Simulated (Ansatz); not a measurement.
Partial pair distribution functions of a relaxed model of amorphous Si$_{22}$Ti$_{2}$O$_{48}$, broadened by 0.06 Å; density 2.17 g/cm³. All values below come from PBE, scalar-relativistic without spin-orbit coupling (plane waves to 420 eV, PAW; Ansatz, a quantum-chemistry and plane-wave program).

Preparation: random packing, a CHGNet melt and quench, and a DFT relaxation. O atoms were pushed apart under 1.9 Å during the dynamics, to hinder bonds among them. The hot cell started wider than the set density and was brought back towards it in steps. It is the lowest in DFT energy of 2 quenches. It is a model cell: composition and starting density were chosen by hand, and all elements were melted together. No dispersion term was used. Its density started from a set value of 2.38 and ended at 2.17 g/cm³. Cooling (nominally 310 K/ps over its main leg) ran many orders faster than in experiment, which tends to leave more defects and strain. One small periodic cell is one sample of the glass; other quenches scatter about these values. Volume and shape were free in the relaxation.

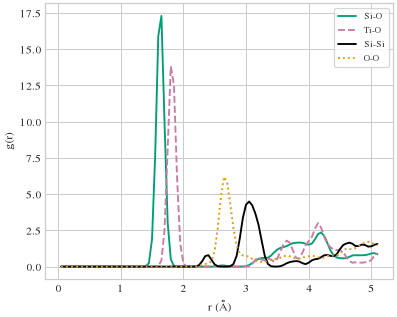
*Partial pair distribution functions*

Highest peaks under 4.5 Å: Si-O near 1.65 Å, Ti-O near 1.80 Å, Si-Si near 3.05 Å, O-O near 2.65 Å; pairs of few atoms are noisy.

Within 1.90 Å each Si has 4.00 O neighbours on average.
